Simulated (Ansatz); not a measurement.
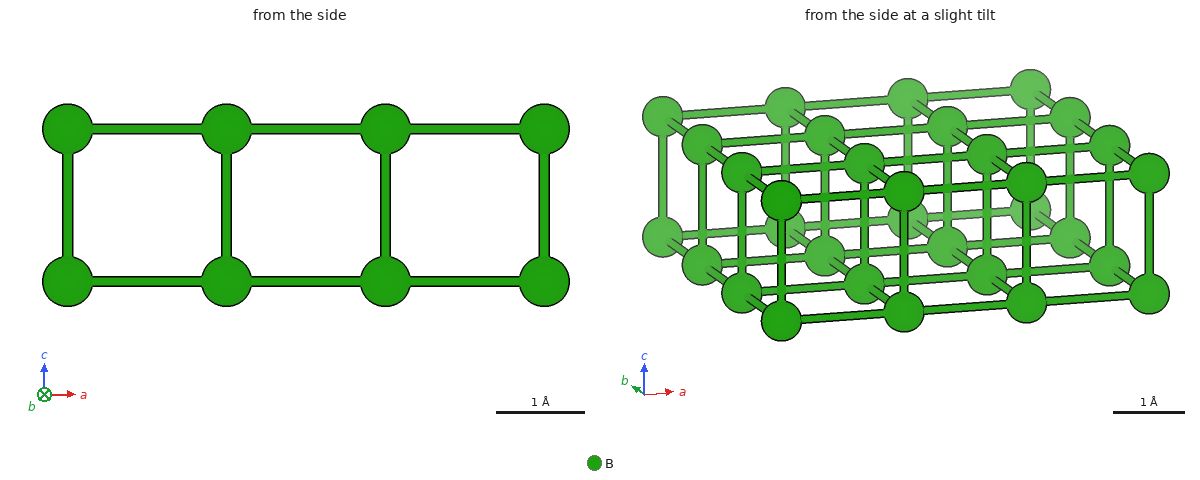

A ball-and-stick picture of a periodic sheet, seen from the side and from the side at a slight tilt. The surface normal points up in side views; the vacuum is left out. 4×4 cells are drawn in the plane, with atoms at the edges repeated.

The cell holds 2 B.

**Read the thickness off the scale bar.**

About 1.7 Å from the lowest to the highest atom.

**State the number of planes and their content from above.**

Two planes: B / B.

**How are the atoms bonded?**

B bonds to five B in a square pyramidal arrangement at about 1.7 to 1.8 Å. The bonds build B layers parallel to the surface.

It derives from a structure type filled with this element by a generator (whether the element takes this form wasn't checked). Atoms and cell were optimised with Ansatz, DFT PBE, scalar-relativistic, plane waves, PAW.
